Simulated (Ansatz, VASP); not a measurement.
# Bi2Te3 (Tellurobismuthite) in two plane-wave programs, part 3 of 3

One calculation is typed for both programs; each brings its own data sets and cutoff. How far apart do they land?

VASP 6.6.1 and Ansatz 0.2.0.

So far. Step 7 (VASP: band structure, PBE): The run ends at a pressure of 1.68 GPa, with forces up to 0.023 eV/Å. Step 9 (VASP: band structure, LDA, spin-orbit coupling): The run ends at a pressure of -1.47 GPa, with forces up to 0.011 eV/Å.

### Step 10. Ansatz: band structure, LDA, spin-orbit coupling

Level of this step: Ansatz beside VASP: Kohn-Sham DFT, plane waves, LDA, spin-orbit coupling (Ansatz).

The same cell, functional (in two slightly different forms), mesh and smearing now go to Ansatz, which takes its cutoff from its data sets.

The input, input.yaml:

```yaml
crystal:
  lattice:
    - [2.193, 1.2661291403, 10.1656666667]
    - [-2.193, 1.2661291403, 10.1656666667]
    - [0.0, -2.5322582807, 10.1656666667]
  atoms:
    - { symbol: Bi, position: [0.6, 0.6, 0.6] }
    - { symbol: Bi, position: [0.4, 0.4, 0.4] }
    - { symbol: Te, position: [0.7905, 0.7905, 0.7905] }
    - { symbol: Te, position: [0.2095, 0.2095, 0.2095] }
    - { symbol: Te, position: [0.0, 0.0, 0.0] }
hamiltonian:
  xc: lda
  pseudopotentials: { kind: paw_fr }
magnetization:
  noncollinear: true
  spin_orbit: true
kpoints:
  mp_grid: { grid: [6, 6, 6] }
  band_path:
    path:
      - [0.0, 0.0, 0.0]
      - [0.14286, 0.0, 0.0]
      - [0.28571, 0.0, 0.0]
      - [0.5, 0.0, 0.0]
      - [0.5, 0.02529, -0.02529]
      - [0.5, 0.10115, -0.10115]
      - [0.5, 0.15172, -0.15172]
      - [0.77685, 0.5, 0.22315]
      - [0.68457, 0.5, 0.31543]
      - [0.54614, 0.5, 0.45386]
      - [0.5, 0.5, 0.5]
      - [0.35714, 0.35714, 0.35714]
      - [0.28571, 0.28571, 0.28571]
      - [0.14286, 0.14286, 0.14286]
      - [0.0, 0.0, 0.0]
      - [0.09672, 0.0, -0.09672]
      - [0.19343, 0.0, -0.19343]
      - [0.3385, 0.0, -0.3385]
      - [0.63842, 0.36158, 0.0]
      - [0.56921, 0.43079, 0.0]
      - [0.52307, 0.47693, 0.0]
      - [0.5, 0.5, 0.0]
      - [0.56921, 0.56921, 0.07586]
      - [0.61535, 0.61535, 0.12643]
      - [0.6615, 0.6615, 0.17701]
      - [0.61535, 0.61535, 0.26929]
      - [0.54614, 0.54614, 0.40772]
      - [0.5, 0.5, 0.5]
      - [0.59228, 0.09672, 0.09672]
      - [0.68457, 0.19343, 0.19343]
      - [0.82299, 0.3385, 0.3385]
    npoints: 1
scf:
  occupations: { method: gaussian, width: 0.03 }
  n_extra_bands: 16
output:
  forces: true
  stress: true
  eigenvalues: true
```

Started as:

```sh
$ ansatz run input.yaml --threads 2 --pin off --max-ram 4608MiB --backend cpu --events-out ev --progress --plain --runs-dir out
```

Numbers of over 12 decimals in the logs are rounded to 6 here.

The program printed:

```text
[...]
non-collinear run that drives no moment, with spin-orbit: no starting moment large enough to seed its density (crystal.atoms[].spin), no starting occupations that ask for one, no magnetisation constraint and no magnetic field, so the semilocal B_xc is pinned to zero
Crystal: 5 atoms, lattice volume = 169.357 Å³
[...]
k-point 0: bands = [... 74 lower, 8.2925, 8.2925, 8.4029, 8.4029, 9.0652, 9.0652, 9.7017, 9.7017, ... 12 higher]
  k-point 1: bands = [... 74 lower, 8.2335, 8.2335, 8.4560, 8.4560, 9.3656, 9.3656, 9.8865, 9.8865, ... 12 higher]
  k-point 2: bands = [... 74 lower, 7.9356, 7.9356, 8.5170, 8.5170, 9.3839, 9.3839, 10.4625, 10.4625, ... 12 higher]
  k-point 31: bands = [... 74 lower, 8.1135, 8.1135, 8.5905, 8.5905, 9.0060, 9.0060, 9.3441, 9.3441, ... 12 higher]
[key lines of the parts left out:]
SCF converged after 8 iterations
Magnetization: |M| = 0.0000 μB,  M = (+0.0000, +0.0000, +0.0000) μB
Free energy (F): -44741.710442 eV
Fermi energy:    8.886502 eV
P = ⅓ Tr σ = -1.3121 GPa (-13.121 kbar)
```

Run time: 2.2 min. Hardware: 2 threads of Arm Neoverse V2, shared host; peak memory 1.2 GiB; 4.3 min of CPU time.

### Step 11. Side by side

What differs besides the data sets and the points named for the pairs above, as far as they apply: spin-orbit coupling enters by fully relativistic files in Ansatz and inside the spheres in VASP; the data sets hold 78 valence electrons in Ansatz (fully relativistic PAW (standard-fr) files) and 48 in VASP. Total energies have different zeros and are not compared.

The two programs side by side:

```csv
quantity,Ansatz,VASP,difference
pressure (GPa),-1.31,-1.47,+0.16
gap over the path points (eV),0.102,0.140,-0.038
```

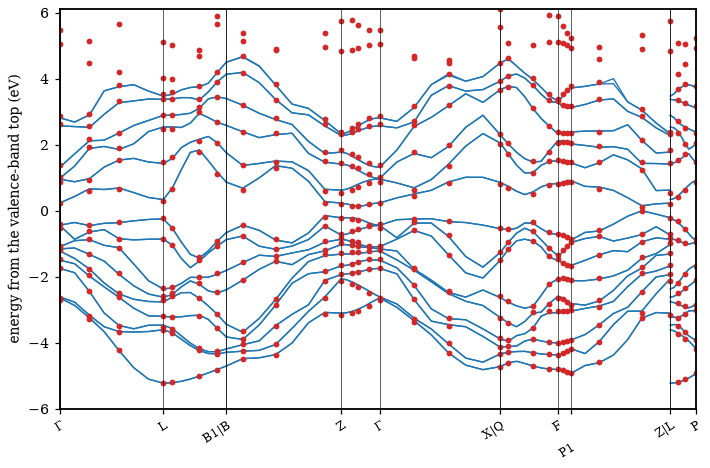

Bands from VASP (lines) and levels from Ansatz (dots). Dots without a line are higher empty bands that the VASP plot leaves out.

Levels at points of the path, from each program's valence-band top (eV; 8 filled, then empty):

```csv
k (reciprocal lattice),Ansatz,VASP
0.000 0.000 0.000,-1.11 -1.11 -1.08 -1.08 -0.52 -0.52 -0.41 -0.41 0.25 0.25 0.89 0.89 1.01 1.01,-1.15 -1.15 -1.09 -1.09 -0.45 -0.45 -0.44 -0.44 0.24 0.24 0.96 0.96 0.98 0.98
0.143 0.000 0.000,-1.31 -1.31 -0.85 -0.85 -0.62 -0.62 -0.43 -0.43 0.59 0.59 0.92 0.92 1.94 1.94,-1.32 -1.32 -0.88 -0.88 -0.64 -0.64 -0.45 -0.45 0.66 0.66 0.97 0.97 1.89 1.89
0.286 0.000 0.000,-1.89 -1.89 -1.12 -1.12 -0.85 -0.85 -0.34 -0.34 0.65 0.65 1.52 1.52 1.89 1.89,-1.92 -1.92 -1.12 -1.12 -0.85 -0.85 -0.36 -0.36 0.69 0.69 1.53 1.53 1.86 1.86
0.500 0.000 0.000,-2.58 -2.58 -2.35 -2.35 -0.84 -0.84 -0.22 -0.22 0.30 0.30 1.48 1.48 2.48 2.48,-2.62 -2.62 -2.37 -2.37 -0.85 -0.85 -0.24 -0.24 0.34 0.34 1.44 1.44 2.54 2.54
0.500 0.025 -0.025,-2.50 -2.50 -2.32 -2.32 -1.03 -1.03 -0.52 -0.52 0.66 0.66 1.63 1.63 2.47 2.47,-2.54 -2.54 -2.33 -2.33 -1.05 -1.05 -0.53 -0.53 0.69 0.69 1.58 1.58 2.54 2.54
0.500 0.101 -0.101,-2.20 -2.20 -1.99 -1.99 -1.50 -1.50 -1.41 -1.41 1.77 1.77 2.11 2.11 2.98 2.98,-2.23 -2.23 -2.02 -2.02 -1.52 -1.52 -1.43 -1.43 1.84 1.84 2.16 2.16 2.95 2.95
0.500 0.152 -0.152,-2.45 -2.45 -1.90 -1.90 -1.05 -1.05 -0.90 -0.90 1.11 1.11 2.06 2.06 2.68 2.68,-2.49 -2.49 -1.92 -1.92 -1.07 -1.07 -0.92 -0.92 1.17 1.17 2.06 2.06 2.68 2.68
0.777 0.500 0.223,-2.09 -2.09 -1.55 -1.55 -0.75 -0.75 -0.42 -0.42 0.63 0.63 1.39 1.39 2.39 2.39,-2.10 -2.10 -1.57 -1.57 -0.76 -0.76 -0.44 -0.44 0.68 0.68 1.37 1.37 2.40 2.40
0.685 0.500 0.315,-1.53 -1.53 -1.37 -1.37 -1.15 -1.15 -0.86 -0.86 1.30 1.30 1.47 1.47 2.35 2.35,-1.53 -1.53 -1.38 -1.38 -1.17 -1.17 -0.89 -0.89 1.37 1.37 1.51 1.51 2.31 2.31
0.546 0.500 0.454,-1.19 -1.19 -0.92 -0.92 -0.45 -0.45 -0.17 -0.17 0.24 0.24 0.61 0.61 1.52 1.52,-1.21 -1.21 -0.95 -0.95 -0.46 -0.46 -0.15 -0.15 0.28 0.28 0.65 0.65 1.47 1.47
```

At this near-relaxed geometry the largest component of a force difference is 7 meV/Å. Among the levels compared (up to four filled and three empty ones at each point), filled levels agree within 78 meV and empty ones within 97 meV.

### Step 12. What came out

| Item | Value |
| --- | --- |
| r.m.s. force difference (band structure, LDA) | 14 meV/Å |
| difference in gap over the path points (band structure, PBE) | 0.012 eV |
| r.m.s. force difference (band structure, PBE) | 6.6 meV/Å |
| difference in gap over the path points (band structure, LDA, spin-orbit coupling) | -0.038 eV |

In words: The r.m.s. force difference is 14 meV/Å (band structure, LDA), beyond the 12 meV/Å picked in this series as the mark of a large difference. For band structure, LDA: no further run halves the r.m.s. force difference; only Ansatz's side was varied, and Ansatz's runs with other potentials lie closer to each other than to VASP, which for this quantity points to VASP's side; this was not tested here. The all-electron run, which needs no data set, lies 13 meV/Å from VASP, against 14 for Ansatz's PAW result. How closely two codes agree says nothing of how well the functional describes the real material.

[Lines on the potential files, build, host, timing and source positions are cut from VASP's logs without a mark.]

[Logs are printed without paths, hosts, clocks, repeated set-up lines and the standing remarks that a program may print on its own settings, such as how far it seeks lower states.]

[Hosts, paths, dates, database ids (printed as entryN), source tags and the programs' standing remarks are cut or masked in the printed files.]
